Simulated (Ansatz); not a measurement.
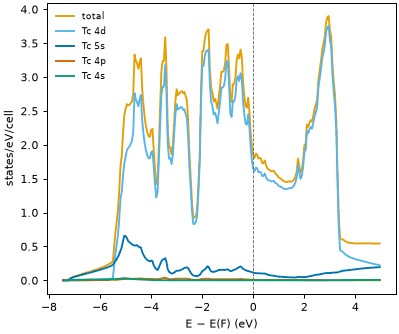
*Total and projected density of states of Tc (hcp (Mg type), P6_3/mmc), DFT-PBE in the program Ansatz with PAW potentials*

Question: Which orbitals carry the states next to the Fermi level?

Answer: Within 0.5 eV of the Fermi level: Tc 4d 90 %, Tc 5s 6 %. Projections are on Löwdin-orthogonalised atomic valence shells; empty p or d shells of many metals are not among them.

Question: Where is the tallest occupied peak in this window, and what makes it?

Answer: Near -1.8 eV, about 3.7 states/eV per cell; the largest projected share is Tc 4d.

The PBE relaxation kept the symmetry of its start. No spin polarisation was allowed. Spin–orbit coupling is left out wherever it is not named.

Potentials: the later of the program's two PAW sets.
